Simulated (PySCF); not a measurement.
# GaH₈NSSi: electronic excitations at several levels of theory

How much do the electronic excitations of GaH₈NSSi (`[NH3+][GaH2-][S][SiH3]`) depend on the level of theory, and what does each level cost?

Programs: PySCF 2.14.0, with density-fitted response routines of our own. Each step states its level of theory. These are calculated values for one molecule in the gas phase, unless marked as measured. Atoms count from 0, in the outputs and in this text.

## Step 1: The molecule as given

12 atoms, charge 0, multiplicity 1; geometry from: PBE0-D3(BJ)/def2-SVP.

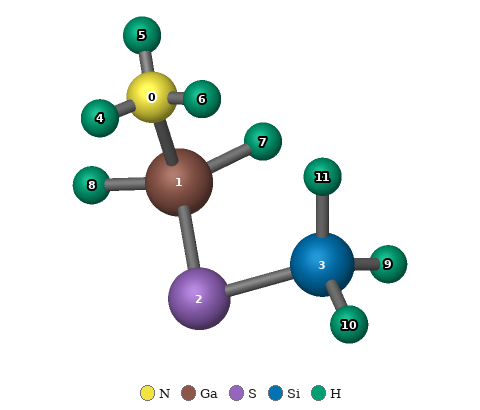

The starting geometry (nitrogen yellow, gallium brown, sulfur purple, silicon blue, hydrogen teal), atoms numbered; sticks join atoms by distance.

## Step 2: Excited states and response: B3LYP/def2-SVPD

The job: settings as JSON, then the geometry in Å.

```
{"job": {"kind": "uv", "xc": "B3LYP", "basis": "def2-SVPD", "ip": true}, "charge": 0, "multiplicity": 1}
N     -1.733438     0.310483     0.332448
Ga    -0.546179    -1.419498    -0.049307
S      1.235795    -0.745011     1.209292
Si     1.994859     0.658993    -0.189601
H     -1.901837     0.387363     1.335801
H     -2.632821     0.346370    -0.147998
H     -1.190656     1.130397     0.053599
H     -0.341380    -1.278669    -1.603259
H     -1.380776    -2.547731     0.652289
H      2.501649     0.037027    -1.450444
H      3.098743     1.439433     0.446136
H      0.936781     1.652783    -0.598630
```

Level: TDDFT B3LYP/def2-SVPD, vertical, gas phase, core orbitals frozen in the response.

Started as:

```bash
OMP_NUM_THREADS=1 python probes_run.py task.json out
```

The driver reads the jobs from task.json and runs them one after another.

Log:

```text
coarse grid: 45040 points
cycle   1  E = -2671.7088177029  dE = -5.460e-01  |g| = 6.066e-01  |ddm| = 4.095e+00
cycle   2  E = -2671.6669350122  dE =  4.188e-02  |g| = 7.924e-01  |ddm| = 1.626e+00
cycle   3  E = -2671.7715618095  dE = -1.046e-01  |g| = 4.606e-02  |ddm| = 9.835e-01
cycle   4  E = -2671.7722408047  dE = -6.790e-04  |g| = 1.865e-02  |ddm| = 1.134e-01
cycle   5  E = -2671.7723568930  dE = -1.161e-04  |g| = 4.614e-03  |ddm| = 3.735e-02
cycle   6  E = -2671.7723621707  dE = -5.278e-06  |g| = 1.302e-03  |ddm| = 9.319e-03
final grid: 90936 points
cycle   7  E = -2671.7723183626  dE =  1.542e-07  |g| = 1.777e-03  |ddm| = 9.646e-03
cycle   8  E = -2671.7723175744  dE =  7.882e-07  |g| = 2.561e-03  |ddm| = 5.514e-03
cycle   9  E = -2671.7723191959  dE = -1.622e-06  |g| = 1.538e-04  |ddm| = 3.055e-03
cycle  10  E = -2671.7723192035  dE = -7.587e-09  |g| = 1.717e-05  |ddm| = 2.366e-04
cycle  11  E = -2671.7723192035  dE = -7.185e-11  |g| = 6.701e-06  |ddm| = 3.111e-05
converged SCF energy = -2671.7723192035

Static polarisability (au): isotropic 94.904, principal 83.603 90.164 110.946

Singlet excitations
state   eV       nm        f      main configurations
  1   5.0368    246.2   0.02675   H->L 0.98
  2   5.6603    219.0   0.03234   H->L+1 0.97
  3   5.9043    210.0   0.00264   H-1->L 0.71, H->L+2 0.27
  4   5.9179    209.5   0.00732   H->L+2 0.69, H-1->L 0.28
  5   6.2002    200.0   0.01128   H-2->L 0.96
  6   6.2492    198.4   0.00696   H->L+3 0.89
  7   6.4497    192.2   0.00202   H->L+4 0.85
  8   6.6443    186.6   0.09835   H-1->L+1 0.84
  9   6.7614    183.4   0.02576   H->L+5 0.44, H->L+6 0.34, H-1->L+1 0.10
 10   6.8532    180.9   0.01417   H->L+5 0.39, H->L+6 0.33, H-1->L+2 0.16

Triplet excitations (Tamm-Dancoff, eV): 4.9096 5.3303 5.6711 5.8313
Vertical ionisation energy (delta-SCF) = 8.7874 eV
```

It took 1.8 min on 1 thread of Intel Xeon Platinum 8259CL at 2.50GHz, shared host; peak memory 0.81 GiB.

The orbitals next to the gap, with their largest atomic shares:

| orbital | eV | atoms |
| --- | --- | --- |
| HOMO−3 | -8.92 | S2 39 %, Si3 19 %, Ga1 14 % |
| HOMO−2 | -7.86 | Ga1 32 %, H8 29 %, H7 13 % |
| HOMO−1 | -7.52 | S2 56 %, Ga1 17 %, H7 10 % |
| HOMO | -6.60 | S2 73 %, Si3 11 %, Ga1 6 % |
| LUMO | -0.85 | Ga1 26 %, H5 15 %, N0 14 % |
| LUMO+1 | 0.03 | S2 29 %, Si3 20 %, Ga1 17 % |
| LUMO+2 | 0.26 | Si3 25 %, S2 22 %, Ga1 14 % |

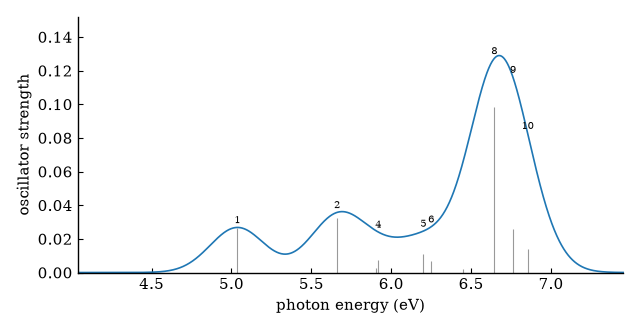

Absorption spectrum from the 10 singlet states computed; above the last one it falls off for lack of states. Lines are broadened to a width of 0.40 eV (Gaussian).

Further results of this job:

| property | computed |
| --- | --- |
| dipole moment (D) | 5.21 |
| polarisability (Å³) | 14.06 |
| HOMO–LUMO gap (eV) | 5.75 |
| −ε(HOMO) (eV) | 6.60 |

## Step 3: Ultraviolet spectrum: PBE0/def2-SVPD

The job, as its differences from that of step 2:

```diff
@@ -1,2 +1,2 @@
-{"job": {"kind": "uv", "xc": "B3LYP", "basis": "def2-SVPD", "ip": true}, "charge": 0, "multiplicity": 1}
+{"job": {"kind": "uv", "xc": "PBE0", "basis": "def2-SVPD", "ip": true}, "charge": 0, "multiplicity": 1}
 N     -1.733438     0.310483     0.332448
```

With the program's defaults for keys left out, this is: TDDFT PBE0/def2-SVPD, vertical, gas phase, core orbitals frozen in the response.

Log:

```text
coarse grid: 45040 points
cycle   1  E = -2671.0478025052  dE = -5.695e-01  |g| = 5.302e-01  |ddm| = 4.046e+00
cycle   2  E = -2671.0284724925  dE =  1.933e-02  |g| = 6.487e-01  |ddm| = 1.436e+00
cycle   3  E = -2671.0982996376  dE = -6.983e-02  |g| = 3.703e-02  |ddm| = 8.177e-01
cycle   4  E = -2671.0986892930  dE = -3.897e-04  |g| = 1.249e-02  |ddm| = 8.475e-02
cycle   5  E = -2671.0987423160  dE = -5.302e-05  |g| = 3.995e-03  |ddm| = 2.733e-02
cycle   6  E = -2671.0987468203  dE = -4.504e-06  |g| = 1.110e-03  |ddm| = 7.235e-03
final grid: 90936 points
cycle   7  E = -2671.0987328684  dE =  7.662e-08  |g| = 1.440e-03  |ddm| = 6.535e-03
cycle   8  E = -2671.0987324848  dE =  3.836e-07  |g| = 1.958e-03  |ddm| = 3.580e-03
cycle   9  E = -2671.0987333524  dE = -8.676e-07  |g| = 8.046e-05  |ddm| = 1.998e-03
cycle  10  E = -2671.0987333545  dE = -2.115e-09  |g| = 7.809e-06  |ddm| = 1.325e-04
cycle  11  E = -2671.0987333545  dE = -1.410e-11  |g| = 4.734e-06  |ddm| = 2.064e-05
converged SCF energy = -2671.0987333545

Static polarisability (au): isotropic 93.860, principal 82.823 89.076 109.681

Singlet excitations
state   eV       nm        f      main configurations
  1   5.3714    230.8   0.02842   H->L 0.97
  2   5.8278    212.7   0.03043   H->L+1 0.96
  3   6.1421    201.9   0.00509   H->L+2 0.95
  4   6.2315    199.0   0.00551   H-1->L 0.96
  5   6.4593    191.9   0.00629   H-2->L 0.51, H->L+3 0.39
  6   6.4681    191.7   0.01484   H-2->L 0.43, H->L+3 0.40
  7   6.6736    185.8   0.00406   H->L+4 0.71, H->L+3 0.12, H->L+6 0.09
  8   6.8204    181.8   0.10297   H-1->L+1 0.89
  9   7.0305    176.4   0.02584   H->L+5 0.47, H->L+6 0.22, H->L+4 0.12
 10   7.1021    174.6   0.00735   H-1->L+2 0.50, H->L+5 0.21, H->L+7 0.10

Triplet excitations (Tamm-Dancoff, eV): 5.2161 5.4610 5.8502 6.1044
Vertical ionisation energy (delta-SCF) = 8.7929 eV
```

It took 94 s on 1 thread of Intel Xeon Platinum 8259CL at 2.50GHz, shared host; peak memory 0.8 GiB.

Key values: HOMO -6.85 eV, LUMO -0.55 eV; lowest singlet 5.37 eV.

## Step 4: TDDFT and polarisability: BHandHLYP/def2-SVPD

The job, as its differences from that of step 3:

```diff
@@ -1,2 +1,2 @@
-{"job": {"kind": "uv", "xc": "PBE0", "basis": "def2-SVPD", "ip": true}, "charge": 0, "multiplicity": 1}
+{"job": {"kind": "uv", "xc": "BHandHLYP", "basis": "def2-SVPD", "ip": true}, "charge": 0, "multiplicity": 1}
 N     -1.733438     0.310483     0.332448
```

Level: TDDFT BHandHLYP/def2-SVPD, vertical, gas phase, core orbitals frozen in the response.

Log:

```text
coarse grid: 45040 points
cycle   1  E = -2671.5683676830  dE = -5.956e-01  |g| = 4.351e-01  |ddm| = 3.954e+00
cycle   2  E = -2671.5846834237  dE = -1.632e-02  |g| = 4.025e-01  |ddm| = 1.127e+00
cycle   3  E = -2671.6139137056  dE = -2.923e-02  |g| = 3.452e-02  |ddm| = 5.514e-01
cycle   4  E = -2671.6141454223  dE = -2.317e-04  |g| = 1.150e-02  |ddm| = 7.677e-02
cycle   5  E = -2671.6141769882  dE = -3.157e-05  |g| = 3.830e-03  |ddm| = 2.544e-02
cycle   6  E = -2671.6141807068  dE = -3.719e-06  |g| = 5.618e-04  |ddm| = 7.044e-03
final grid: 90936 points
cycle   7  E = -2671.6141524153  dE = -1.628e-07  |g| = 4.324e-04  |ddm| = 5.364e-03
cycle   8  E = -2671.6141524327  dE = -1.737e-08  |g| = 3.917e-04  |ddm| = 1.240e-03
cycle   9  E = -2671.6141524747  dE = -4.196e-08  |g| = 3.194e-05  |ddm| = 5.587e-04
cycle  10  E = -2671.6141524751  dE = -3.733e-10  |g| = 1.461e-05  |ddm| = 7.673e-05
converged SCF energy = -2671.6141524751

Static polarisability (au): isotropic 90.513, principal 80.027 86.501 105.011

Singlet excitations
state   eV       nm        f      main configurations
  1   5.9574    208.1   0.03583   H->L 0.88
  2   6.1985    200.0   0.03178   H->L+1 0.82
  3   6.5029    190.7   0.00788   H->L+2 0.82
  4   6.8054    182.2   0.00908   H-1->L 0.87
  5   6.9054    179.5   0.00273   H->L+3 0.54, H->L+4 0.12, H->L+6 0.08
  6   7.0457    176.0   0.02957   H-2->L 0.81
  7   7.1869    172.5   0.01821   H->L+4 0.34, H->L+6 0.20, H->L+3 0.15
  8   7.2273    171.5   0.13053   H-1->L+1 0.73
  9   7.4975    165.4   0.01888   H-1->L+2 0.47
 10   7.5642    163.9   0.01777   H->L+5 0.54, H-1->L+2 0.19

Triplet excitations (Tamm-Dancoff, eV): 5.7640 5.8239 6.2008 6.6064
Vertical ionisation energy (delta-SCF) = 8.7293 eV
```

Wall time 87 s (1 thread of Intel Xeon Platinum 8259CL at 2.50GHz, shared host); peak memory 0.81 GiB.

In short: HOMO -7.85 eV, LUMO -0.01 eV; lowest singlet 5.96 eV.

## Step 5: Excited states and response: CAM-B3LYP/def2-SVPD

The job, as its differences from that of step 4:

```diff
@@ -1,2 +1,2 @@
-{"job": {"kind": "uv", "xc": "BHandHLYP", "basis": "def2-SVPD", "ip": true}, "charge": 0, "multiplicity": 1}
+{"job": {"kind": "uv", "xc": "CAM-B3LYP", "basis": "def2-SVPD", "ip": true}, "charge": 0, "multiplicity": 1}
 N     -1.733438     0.310483     0.332448
```

Level: TDDFT CAM-B3LYP/def2-SVPD, vertical, gas phase, core orbitals frozen in the response.

Log:

```text
coarse grid: 45040 points
cycle   1  E = -2671.7216890196  dE = -5.822e-01  |g| = 5.517e-01  |ddm| = 3.936e+00
cycle   2  E = -2671.7305933794  dE = -8.904e-03  |g| = 5.846e-01  |ddm| = 1.291e+00
cycle   3  E = -2671.7805596498  dE = -4.997e-02  |g| = 3.791e-02  |ddm| = 6.726e-01
cycle   4  E = -2671.7807878887  dE = -2.282e-04  |g| = 1.699e-02  |ddm| = 8.759e-02
cycle   5  E = -2671.7808656851  dE = -7.780e-05  |g| = 4.104e-03  |ddm| = 3.574e-02
cycle   6  E = -2671.7808709332  dE = -5.248e-06  |g| = 6.332e-04  |ddm| = 8.743e-03
final grid: 90936 points
cycle   7  E = -2671.7808429633  dE = -2.017e-07  |g| = 4.862e-04  |ddm| = 4.599e-03
cycle   8  E = -2671.7808429817  dE = -1.836e-08  |g| = 4.685e-04  |ddm| = 1.318e-03
cycle   9  E = -2671.7808430354  dE = -5.370e-08  |g| = 5.039e-05  |ddm| = 5.663e-04
cycle  10  E = -2671.7808430362  dE = -8.381e-10  |g| = 2.010e-05  |ddm| = 1.040e-04
converged SCF energy = -2671.7808430362

Static polarisability (au): isotropic 92.921, principal 82.118 88.601 108.045

Singlet excitations
state   eV       nm        f      main configurations
  1   5.7885    214.2   0.03654   H->L 0.83, H->L+1 0.10
  2   6.0220    205.9   0.02882   H->L+1 0.78
  3   6.3046    196.7   0.00586   H->L+2 0.73, H->L+3 0.09
  4   6.6189    187.3   0.00836   H-1->L 0.82
  5   6.7021    185.0   0.00222   H->L+3 0.45, H->L+4 0.14, H->L+6 0.10
  6   6.8197    181.8   0.03008   H-2->L 0.76
  7   6.9754    177.7   0.00839   H->L+4 0.34, H->L+6 0.20, H->L+3 0.19
  8   7.0271    176.4   0.13257   H-1->L+1 0.79
  9   7.3031    169.8   0.01661   H-1->L+2 0.35, H-1->L+3 0.25
 10   7.3763    168.1   0.02253   H->L+5 0.54, H-1->L+2 0.12, H->L+6 0.08

Triplet excitations (Tamm-Dancoff, eV): 5.5882 5.6691 6.0206 6.4138
Vertical ionisation energy (delta-SCF) = 8.8378 eV
```

Run time: 1.7 min. Hardware: 1 thread of Intel Xeon Platinum 8259CL at 2.50GHz, shared host; peak memory 0.93 GiB.

This run: HOMO -8.09 eV, LUMO 0.13 eV; lowest singlet 5.79 eV.

## Step 6: TDDFT and polarisability: wB97X-D/def2-SVPD

The job, as its differences from that of step 5:

```diff
@@ -1,2 +1,2 @@
-{"job": {"kind": "uv", "xc": "CAM-B3LYP", "basis": "def2-SVPD", "ip": true}, "charge": 0, "multiplicity": 1}
+{"job": {"kind": "uv", "xc": "wB97X-D", "basis": "def2-SVPD", "ip": true}, "charge": 0, "multiplicity": 1}
 N     -1.733438     0.310483     0.332448
```

Method: TDDFT wB97X-D/def2-SVPD, vertical, gas phase, core orbitals frozen in the response.

Log:

```text
coarse grid: 45040 points
cycle   1  E = -2671.6631517006  dE = -6.076e-01  |g| = 5.219e-01  |ddm| = 3.936e+00
cycle   2  E = -2671.6842513447  dE = -2.110e-02  |g| = 5.099e-01  |ddm| = 1.255e+00
cycle   3  E = -2671.7226293483  dE = -3.838e-02  |g| = 4.541e-02  |ddm| = 5.992e-01
cycle   4  E = -2671.7229765648  dE = -3.472e-04  |g| = 2.016e-02  |ddm| = 1.028e-01
cycle   5  E = -2671.7230939187  dE = -1.174e-04  |g| = 3.862e-03  |ddm| = 4.303e-02
cycle   6  E = -2671.7230998652  dE = -5.946e-06  |g| = 7.045e-04  |ddm| = 1.098e-02
final grid: 90936 points
cycle   7  E = -2671.7235064680  dE = -9.602e-07  |g| = 8.228e-04  |ddm| = 7.911e-03
cycle   8  E = -2671.7235065743  dE = -1.063e-07  |g| = 5.974e-04  |ddm| = 2.463e-03
cycle   9  E = -2671.7235066696  dE = -9.529e-08  |g| = 7.788e-05  |ddm| = 9.641e-04
cycle  10  E = -2671.7235066722  dE = -2.614e-09  |g| = 3.810e-05  |ddm| = 1.856e-04
cycle  11  E = -2671.7235066729  dE = -6.899e-10  |g| = 1.016e-05  |ddm| = 1.096e-04
converged SCF energy = -2671.7235066729

Static polarisability (au): isotropic 92.677, principal 82.016 88.363 107.652

Singlet excitations
state   eV       nm        f      main configurations
  1   6.0190    206.0   0.04518   H->L+1 0.51, H->L 0.40
  2   6.1700    200.9   0.02275   H->L 0.40, H->L+1 0.38, H->L+2 0.12
  3   6.4421    192.5   0.00392   H->L+3 0.81
  4   6.8180    181.8   0.00717   H->L+2 0.26, H->L+4 0.16, H->L+6 0.13
  5   6.8686    180.5   0.00624   H-1->L 0.48, H-2->L 0.14
  6   7.0017    177.1   0.03519   H-2->L 0.46, H-1->L+1 0.17, H-1->L 0.12
  7   7.0848    175.0   0.01765   H->L+4 0.23, H->L+2 0.19, H->L+6 0.11
  8   7.1320    173.8   0.13603   H-1->L+1 0.70
  9   7.4663    166.1   0.01364   H-1->L+3 0.60
 10   7.5609    164.0   0.02766   H->L+5 0.41, H-2->L+1 0.22

Triplet excitations (Tamm-Dancoff, eV): 5.7530 5.9579 6.2393 6.6048
Vertical ionisation energy (delta-SCF) = 8.8808 eV
```

Wall time 1.8 min (1 thread of Intel Xeon Platinum 8259CL at 2.50GHz, shared host); peak memory 0.89 GiB.

This run: HOMO -8.64 eV, LUMO 1.06 eV; lowest singlet 6.02 eV.

## Step 7: Excited states and response: LC-wPBE/def2-SVPD

The job, as its differences from that of step 6:

```diff
@@ -1,2 +1,2 @@
-{"job": {"kind": "uv", "xc": "wB97X-D", "basis": "def2-SVPD", "ip": true}, "charge": 0, "multiplicity": 1}
+{"job": {"kind": "uv", "xc": "LC-wPBE", "basis": "def2-SVPD", "ip": true}, "charge": 0, "multiplicity": 1}
 N     -1.733438     0.310483     0.332448
```

Level: TDDFT LC-wPBE/def2-SVPD, vertical, gas phase, core orbitals frozen in the response.

Log:

```text
coarse grid: 45040 points
cycle   1  E = -2671.1315005447  dE = -6.245e-01  |g| = 5.749e-01  |ddm| = 3.841e+00
cycle   2  E = -2671.1644615653  dE = -3.296e-02  |g| = 5.340e-01  |ddm| = 1.225e+00
cycle   3  E = -2671.1995027831  dE = -3.504e-02  |g| = 5.809e-02  |ddm| = 5.712e-01
cycle   4  E = -2671.2001945340  dE = -6.918e-04  |g| = 2.178e-02  |ddm| = 1.352e-01
cycle   5  E = -2671.2003577980  dE = -1.633e-04  |g| = 3.784e-03  |ddm| = 5.332e-02
cycle   6  E = -2671.2003657802  dE = -7.982e-06  |g| = 7.943e-04  |ddm| = 1.416e-02
final grid: 90936 points
cycle   7  E = -2671.2005121265  dE = -5.665e-07  |g| = 4.499e-04  |ddm| = 4.152e-03
cycle   8  E = -2671.2005122220  dE = -9.544e-08  |g| = 3.342e-04  |ddm| = 1.286e-03
cycle   9  E = -2671.2005122521  dE = -3.015e-08  |g| = 8.624e-05  |ddm| = 3.705e-04
cycle  10  E = -2671.2005122603  dE = -8.175e-09  |g| = 2.216e-05  |ddm| = 3.831e-04
cycle  11  E = -2671.2005122605  dE = -2.105e-10  |g| = 5.786e-06  |ddm| = 5.625e-05
converged SCF energy = -2671.2005122605

Static polarisability (au): isotropic 90.110, principal 79.855 85.980 104.493

Singlet excitations
state   eV       nm        f      main configurations
  1   6.4684    191.7   0.04271   H->L+1 0.69
  2   6.7657    183.3   0.02647   H->L 0.37, H->L+3 0.18, H->L+2 0.13
  3   6.8407    181.2   0.00830   H->L+3 0.43, H->L 0.18, H->L+2 0.12
  4   7.2121    171.9   0.00233   H->L+4 0.25, H->L+8 0.12, H->L+5 0.10
  5   7.3783    168.0   0.02520   H-2->L 0.30, H-1->L 0.22
  6   7.4832    165.7   0.04807   H-1->L+1 0.40
  7   7.5787    163.6   0.04510   H-1->L+1 0.23, H->L+2 0.13
  8   7.5929    163.3   0.12287   H-1->L 0.20, H-1->L+2 0.19, H-2->L 0.18
  9   7.9701    155.6   0.01906   H-1->L+3 0.41, H-1->L 0.17
 10   8.0205    154.6   0.01759   H-2->L+1 0.43, H-1->L+3 0.09, H->L+5 0.08

Triplet excitations (Tamm-Dancoff, eV): 6.0189 6.3855 6.5325 6.8345
Vertical ionisation energy (delta-SCF) = 8.9155 eV
```

Run time: 2.3 min. Hardware: 1 thread of Intel Xeon Platinum 8259CL at 2.50GHz, shared host; peak memory 0.86 GiB.

This run: HOMO -9.46 eV, LUMO 1.17 eV; lowest singlet 6.47 eV.

## Step 8: Excited states and response: PBE0/6-31G*

The job, as its differences from that of step 7:

```diff
@@ -1,2 +1,2 @@
-{"job": {"kind": "uv", "xc": "LC-wPBE", "basis": "def2-SVPD", "ip": true}, "charge": 0, "multiplicity": 1}
+{"job": {"kind": "uv", "xc": "PBE0", "basis": "6-31G*"}, "charge": 0, "multiplicity": 1}
 N     -1.733438     0.310483     0.332448
```

Level: TDDFT PBE0/6-31G*, vertical, gas phase, core orbitals frozen in the response.

Log:

```text
coarse grid: 45040 points
cycle   1  E = -2671.2099987582  dE = -5.296e-01  |g| = 5.314e-01  |ddm| = 2.980e+00
cycle   2  E = -2671.1890419782  dE =  2.096e-02  |g| = 6.602e-01  |ddm| = 1.120e+00
cycle   3  E = -2671.2627358752  dE = -7.369e-02  |g| = 3.110e-02  |ddm| = 6.459e-01
cycle   4  E = -2671.2630023750  dE = -2.665e-04  |g| = 9.019e-03  |ddm| = 5.638e-02
cycle   5  E = -2671.2630245237  dE = -2.215e-05  |g| = 3.876e-03  |ddm| = 1.640e-02
cycle   6  E = -2671.2630281233  dE = -3.600e-06  |g| = 8.616e-04  |ddm| = 3.892e-03
final grid: 90936 points
cycle   7  E = -2671.2630426033  dE =  3.277e-09  |g| = 9.852e-04  |ddm| = 2.125e-03
cycle   8  E = -2671.2630424735  dE =  1.298e-07  |g| = 1.264e-03  |ddm| = 1.799e-03
cycle   9  E = -2671.2630428315  dE = -3.580e-07  |g| = 8.220e-05  |ddm| = 9.456e-04
cycle  10  E = -2671.2630428333  dE = -1.827e-09  |g| = 5.201e-06  |ddm| = 1.063e-04
cycle  11  E = -2671.2630428333  dE = -1.137e-11  |g| = 2.488e-06  |ddm| = 1.173e-05
converged SCF energy = -2671.2630428333

Static polarisability (au): isotropic 75.438, principal 62.228 71.537 92.550

Singlet excitations
state   eV       nm        f      main configurations
  1   5.6680    218.7   0.03424   H->L 0.96
  2   5.8681    211.3   0.02614   H->L+1 0.96
  3   6.4929    191.0   0.00590   H-1->L 0.98
  4   6.5854    188.3   0.00235   H->L+2 0.97
  5   6.8056    182.2   0.01207   H-2->L 0.92
  6   6.9230    179.1   0.09133   H-1->L+1 0.89
  7   7.1587    173.2   0.00202   H->L+3 0.81, H->L+4 0.12
  8   7.3859    167.9   0.03412   H-2->L+1 0.92
  9   7.4743    165.9   0.01393   H->L+4 0.70, H-1->L+2 0.12, H->L+3 0.10
 10   7.7826    159.3   0.04312   H-1->L+2 0.38, H->L+5 0.34, H->L+6 0.10

Triplet excitations (Tamm-Dancoff, eV): 5.4555 5.4859 6.2177 6.3587
```

Run time: 13 s. Hardware: 1 thread of Intel Xeon Platinum 8259CL at 2.50GHz, shared host; peak memory 0.55 GiB.

This run: HOMO -6.70 eV, LUMO -0.01 eV; lowest singlet 5.67 eV.

## Step 9: Ultraviolet spectrum: PBE0/def2-SVP

The job, as its differences from that of step 8:

```diff
@@ -1,2 +1,2 @@
-{"job": {"kind": "uv", "xc": "PBE0", "basis": "6-31G*"}, "charge": 0, "multiplicity": 1}
+{"job": {"kind": "uv", "xc": "PBE0", "basis": "def2-SVP"}, "charge": 0, "multiplicity": 1}
 N     -1.733438     0.310483     0.332448
```

With the program's defaults for keys left out, this is: TDDFT PBE0/def2-SVP, vertical, gas phase, core orbitals frozen in the response.

Log:

```text
coarse grid: 45040 points
cycle   1  E = -2671.0346271310  dE = -5.660e-01  |g| = 5.121e-01  |ddm| = 3.144e+00
cycle   2  E = -2671.0181791754  dE =  1.645e-02  |g| = 6.150e-01  |ddm| = 1.074e+00
cycle   3  E = -2671.0839354257  dE = -6.576e-02  |g| = 3.571e-02  |ddm| = 6.180e-01
cycle   4  E = -2671.0842906619  dE = -3.552e-04  |g| = 9.029e-03  |ddm| = 5.641e-02
cycle   5  E = -2671.0843167897  dE = -2.613e-05  |g| = 3.336e-03  |ddm| = 1.626e-02
cycle   6  E = -2671.0843198127  dE = -3.023e-06  |g| = 9.779e-04  |ddm| = 4.180e-03
final grid: 90936 points
cycle   7  E = -2671.0843042077  dE =  9.005e-08  |g| = 1.262e-03  |ddm| = 2.279e-03
cycle   8  E = -2671.0843039252  dE =  2.825e-07  |g| = 1.703e-03  |ddm| = 2.428e-03
cycle   9  E = -2671.0843045676  dE = -6.424e-07  |g| = 5.727e-05  |ddm| = 1.384e-03
cycle  10  E = -2671.0843045687  dE = -1.104e-09  |g| = 4.082e-06  |ddm| = 7.843e-05
cycle  11  E = -2671.0843045687  dE =  1.955e-11  |g| = 2.657e-06  |ddm| = 7.979e-06
converged SCF energy = -2671.0843045687

Static polarisability (au): isotropic 77.458, principal 64.766 71.794 95.813

Singlet excitations
state   eV       nm        f      main configurations
  1   5.7420    215.9   0.03352   H->L 0.97
  2   6.1024    203.2   0.01715   H->L+1 0.97
  3   6.5755    188.6   0.00453   H-1->L 0.97
  4   6.6427    186.6   0.00154   H->L+2 0.90
  5   6.8747    180.3   0.00864   H-2->L 0.95
  6   7.1099    174.4   0.00196   H->L+4 0.69, H->L+3 0.17
  7   7.1540    173.3   0.06067   H-1->L+1 0.82, H->L+4 0.09
  8   7.3577    168.5   0.01400   H->L+3 0.61, H->L+4 0.17, H-1->L+2 0.08
  9   7.5480    164.3   0.02777   H-2->L+1 0.88
 10   7.6199    162.7   0.03073   H->L+5 0.86

Triplet excitations (Tamm-Dancoff, eV): 5.5349 5.6839 6.3001 6.4416
```

Wall time 16 s (1 thread of Intel Xeon Platinum 8259CL at 2.50GHz, shared host); peak memory 0.6 GiB.

Key values: HOMO -6.71 eV, LUMO 0.06 eV; lowest singlet 5.74 eV.

[end of part 1 of 2]
